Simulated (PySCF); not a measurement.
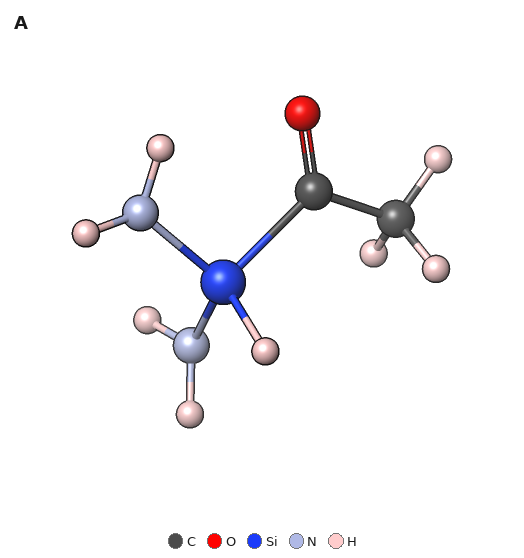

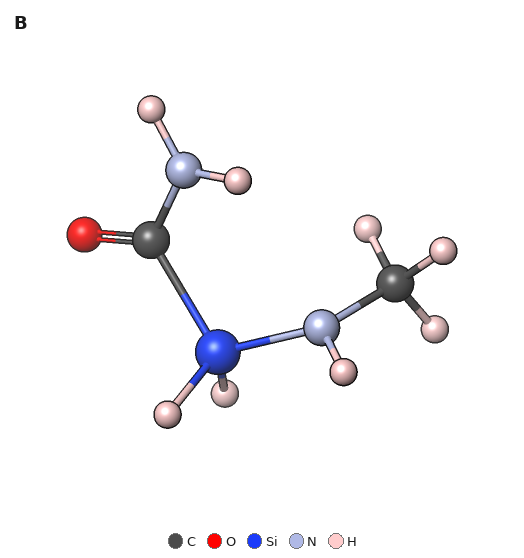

2 stationary structures of one formula. Geometries: PBE0-D3(BJ)/def2-SVP. Electronic energies: PBE0/6-31G (PySCF 2.14.0), without zero-point energy. No frequency run is at hand to confirm each as a minimum. Each is one conformer, not always the lowest.

Question: How are they related?

Answer: They are constitutional isomers of C2H8N2OSi: A `CC(=O)[SiH](N)N`, B `CN[SiH2]C(N)=O`.

Question: Which is lowest in energy, and by how much?

Answer: A is lowest; B lies 13.3 kcal/mol above it.
